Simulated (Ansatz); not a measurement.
# Response to strain in Co2Si

Start from Co₂Si (space group Pnma, No. 62; a = 4.8835 Å, b = 3.7117 Å, c = 7.0418 Å; ferromagnetic). Axes: x, y, z lie along a, b, c of the conventional cell.

Strains are applied to the cell and any free atomic positions relax; under biaxial strain the out-of-plane vector relaxes too.

Calculations: Kohn–Sham DFT with the PBE functional, run in Ansatz (a quantum-chemistry and plane-wave program) with PAW and 420 eV plane waves, no SOC, earlier PAW set.

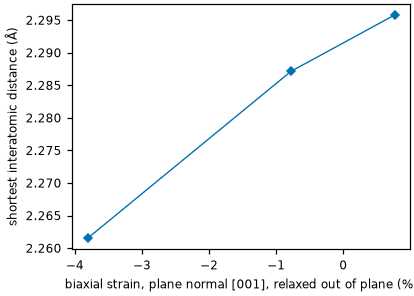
Fig. 1. Shortest interatomic distance against biaxial strain, plane normal [001], relaxed out of plane

| biaxial strain, plane normal [001], relaxed out of plane (%) | shortest interatomic distance |
|---|---|
| -3.81 | 2.262 Å |
| -0.78 | 2.287 Å |
| 0.77 | 2.296 Å |

The magnetic state is the one reached from the starting moments; the real material's order can differ, and small cells can't hold many antiferromagnetic ones. Without a gap, meshes like the base's 8×10×6 leave anisotropic stresses uncertain by several tenths of a GPa, and small strain energies with them. Whether these cells are dynamically stable was not tested.
